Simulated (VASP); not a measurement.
```
CELL_PARAMETERS angstrom
      7.60463     0.00000     0.00000
     -3.80232     6.58580     0.00000
      0.00000     0.00000     2.90443
ATOMIC_POSITIONS crystal
  Si 0.23114 0.82504 0.75000
  Si 0.76886 0.17496 0.25000
  Si 0.40610 0.23114 0.25000
  Si 0.59390 0.76886 0.75000
  Si 0.17496 0.40610 0.75000
  Si 0.82504 0.59390 0.25000
  N  0.33333 0.66667 0.75000
  N  0.66667 0.33333 0.25000
  N  0.96921 0.66982 0.75000
  N  0.03079 0.33018 0.25000
  N  0.29939 0.96921 0.25000
  N  0.70061 0.03079 0.75000
  N  0.33018 0.29939 0.75000
  N  0.66982 0.70061 0.25000
```

Calculation: r2SCAN meta-GGA, VASP's PBE PAW potentials (set 64) (plane waves; VASP). Settings: LREAL = Auto, 520 eV cut-off, 4×4×9 Γ-centred mesh, tetrahedra with Blöchl corrections, potentials Si N.

The path is coarsely sampled, so an indirect gap can come out somewhat too large.

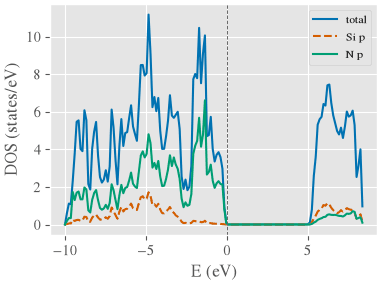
Figure. Total and projected density of states, zero at the valence-band maximum

Within 2 eV below the valence-band maximum the largest weight inside VASP's projection spheres is N p.

The gap is indirect, 5.00 eV, from the valence maximum at Γ-A at 0.40 to the conduction minimum at Γ.

The structure comes from a computed database's Si3N4 entry (P6_3/m); how it stands against other phases isn't given here. It was relaxed first.
